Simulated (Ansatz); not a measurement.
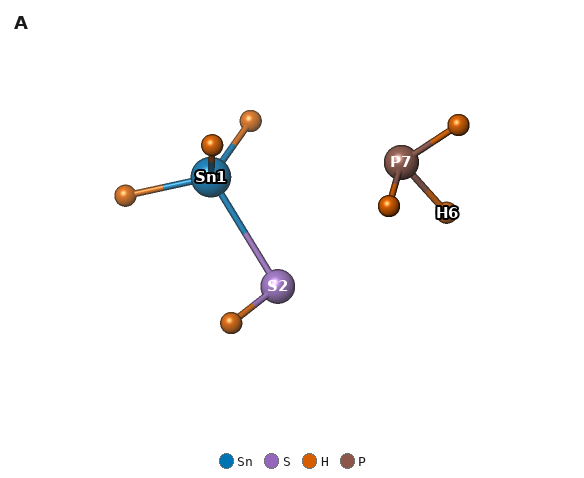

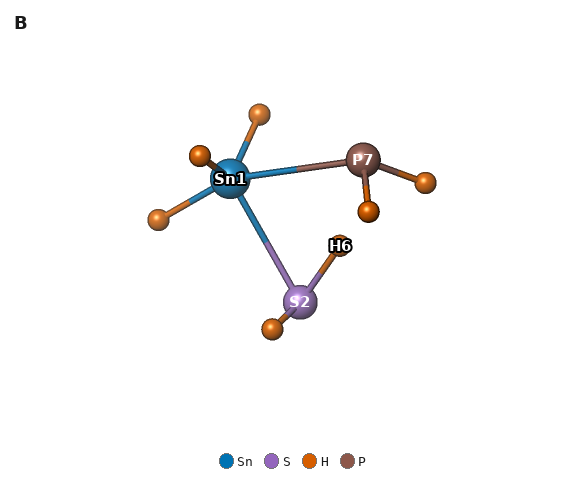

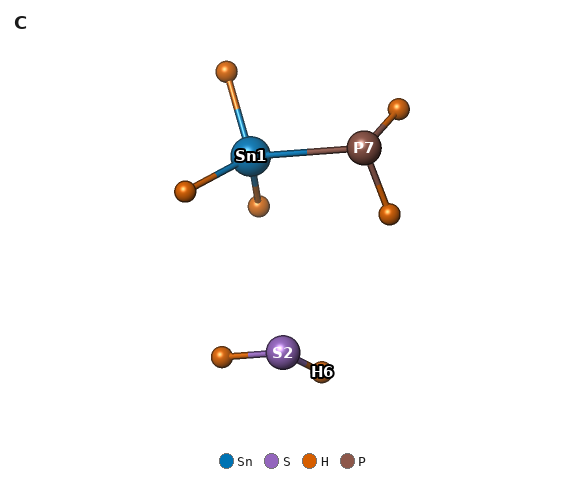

Three stationary points along one reaction path, in mixed order. Sticks follow a distance rule, so a partial bond may show as a full stick or not at all. Charge 0, singlet. Geometries: PBE0-D4/def2-TZVP; all other levels are single points on them, and energies count from the start as drawn. Program: Ansatz 0.2.0, core potentials on Sn.

Question: Which panel shows the transition state?

Answer: B.

Question: Which bonds form and which break from A to C?

Answer: Formed: Sn1–P7, S2–H6; broken: Sn1–S2, H6–P7. At the saddle point Sn1···P7 is 2.86 Å, S2···H6 is 1.54 Å, Sn1···S2 is 2.71 Å, H6···P7 is 1.93 Å.

Give the electronic barrier and the reaction energy from A to C in kcal/mol (no zero-point energy) with RHF-CCSD(T) (frozen core)/def2-SVP; BLYP-D4/def2-TZVPP; r2SCAN-D4/def2-TZVPP; SPW92 (LDA)/def2-TZVPP; PBE-D4/def2-TZVPP; B97M-V/def2-TZVPP.

| level | barrier | reaction energy |
| --- | --- | --- |
| RHF-CCSD(T) (frozen core)/def2-SVP | 55.4 | +4.9 |
| BLYP-D4/def2-TZVPP | 43.8 | +5.6 |
| r2SCAN-D4/def2-TZVPP | 44.1 | +5.5 |
| SPW92 (LDA)/def2-TZVPP | 34.6 | +4.5 |
| PBE-D4/def2-TZVPP | 39.4 | +4.7 |
| B97M-V/def2-TZVPP | 47.7 | +5.7 |
